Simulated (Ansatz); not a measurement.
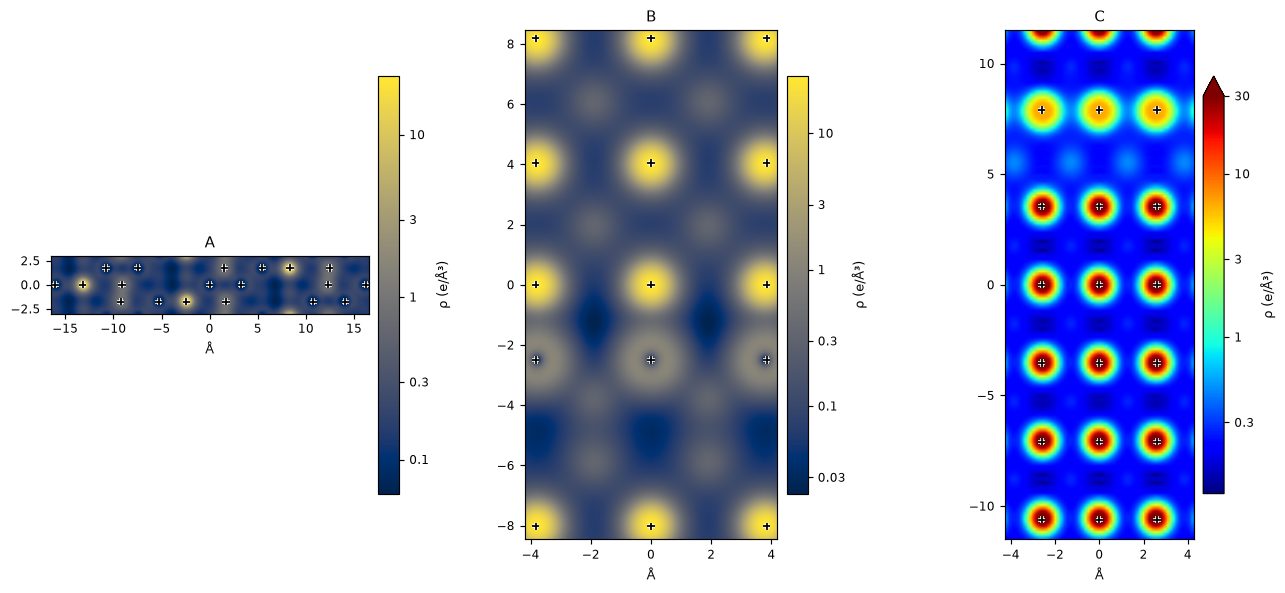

The valence pseudo-density of 3 systems, each on a plane through atoms (crosses mark nuclei in the plane).

Level of theory: DFT PBE, scalar-relativistic, plane waves, PAW (Ansatz 0.2.0).

System 1: Cd$_{7}$S, the (100) plane of the conventional cell. Space group P3m1; a generated structure, not necessarily the stable one.

```xyz
8
Lattice="3.8384 0.0000 0.0000 -1.9192 3.3241 0.0000 0.0000 0.0000 16.2194" Properties=species:S:1:pos:R:3 pbc="T T T"
Cd    1.9192    1.1080   14.8450
Cd    0.0000    0.0000    2.3935
Cd    0.0000    0.0000   10.5843
Cd    0.0000    2.2161   12.6913
Cd    0.0000    2.2161    4.3667
Cd    0.0000    0.0000    6.4368
Cd    0.0000    2.2161    8.5114
S     0.0000    0.0000   16.1101
```

System 2: Cu$_{5}$Mo, the (100) plane of the conventional cell. Space group P4/nmm; a generated structure, not necessarily the stable one; computed without spin polarisation.

```
Cu Mo
1.0
     2.60717    0.00000    0.00000
     0.00000    2.60717    0.00000
     0.00000    0.00000   22.31362
Cu Mo
10 2
Direct
  0.50000 0.00000 0.69830
  0.00000 0.50000 0.61906
  0.50000 0.00000 0.53968
  0.50000 0.00000 0.85757
  0.00000 0.50000 0.77757
  0.00000 0.50000 0.14243
  0.50000 0.00000 0.22243
  0.00000 0.50000 0.30170
  0.50000 0.00000 0.38094
  0.00000 0.50000 0.46032
  0.00000 0.50000 0.94782
  0.50000 0.00000 0.05218
```

System 3: Al$_{3}$B$_{2}$Sb, the (110) plane of the standardised cell. Space group Cm; a generated structure, not necessarily the stable one; changed on purpose from its base cell (volume × 0.97, shape and atoms relaxed); computed pressure about 3 GPa in this cell.

```
Al B Sb
1.0
     2.63250    1.51908    0.02413
    -2.63250    1.51908   -0.02413
    -0.34784    0.00000   32.30590
Al B Sb
9 6 3
Direct
  0.66543 0.33457 0.28511
  0.33210 0.66790 0.61845
  0.99877 0.00123 0.95178
  0.00066 0.99934 0.05407
  0.66732 0.33268 0.38740
  0.33399 0.66601 0.72073
  0.33460 0.66540 0.12090
  0.00127 0.99873 0.45424
  0.66794 0.33206 0.78757
  0.66635 0.33365 0.00368
  0.33302 0.66698 0.33702
  0.99969 0.00031 0.67035
  0.99957 0.00043 0.33262
  0.66623 0.33377 0.66596
  0.33290 0.66710 0.99929
  0.33333 0.66667 0.21012
  0.00000 0.00000 0.54345
  0.66667 0.33333 0.87678
```

### Match each panel to its system.

Panel A is system 3, Al$_{3}$B$_{2}$Sb: the plane holds Al, B and Sb. B–B (1.76 Å): the density is about 0.83 e/Å³ at the midpoint. Panel B is system 1, Cd$_{7}$S: the plane holds Cd and S. Cd–S (2.50 Å): the density is about 0.44 e/Å³ at the midpoint. Panel C is system 2, Cu$_{5}$Mo: the plane holds Cu and Mo. Mo–Mo (2.61 Å): ρ is about 0.47 e/Å³ halfway.
